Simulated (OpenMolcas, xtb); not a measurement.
## InH3O2 (SMILES [OH][InH][OH]): the dipole moment, rung by rung

InH3O2: 6 atoms, total charge 0, spin state singlet. SMILES: `[OH][InH][OH]`. The shape comes from GFN2-xTB, which is rough for such elements, and wasn't checked as a minimum. This is one conformer, not always the lowest.

```xyz
6

O    -0.9796   -1.0488    0.3729
In    0.0122    0.4010   -0.4577
O     1.5896    0.6975    0.6138
H    -1.7573   -1.4035   -0.0508
H    -0.4036    1.2654   -1.8319
H     1.5388    0.0883    1.3536
```

Each level gives the dipole moment (D). The values are calculated.

```csv
level,kind,program,value (D),CPU time
GFN2-xTB,semi-empirical,xtb,2.70,under 2 s
GFN0-xTB,semi-empirical,xtb,2.43,under 2 s
GFN1-xTB,semi-empirical,xtb,3.82,under 2 s
HF/STO-3G,Hartree–Fock,OpenMolcas,1.86,4.9 s
HF/3-21G,Hartree–Fock,OpenMolcas,2.77,5.2 s
HF/def2-SVP (core potential),Hartree–Fock,OpenMolcas,2.67,8 s
"HF/def2-TZVP (RICD fitting, core potential)",Hartree–Fock,OpenMolcas,2.58,8.2 s
HF/def2-TZVP (core potential),Hartree–Fock,OpenMolcas,2.58,49 s
PBE0/def2-SVP (core potential),global hybrid,OpenMolcas,2.21,26 s
```

All-electron rows without a relativistic Hamiltonian named are non-relativistic, while core potentials hold scalar relativity, so basis and relativity change together. The values span 1.86 to 3.82 D. Sets without polarisation functions give poor dipoles. Times are those of the runs behind each value, whatever else they computed, on shared processors of several kinds: orders of magnitude only.

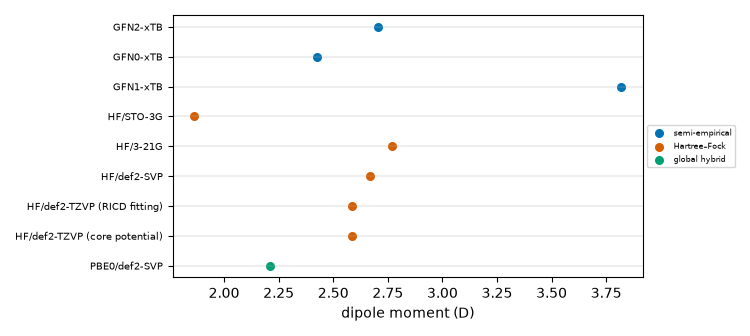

The values of the table, level by level.
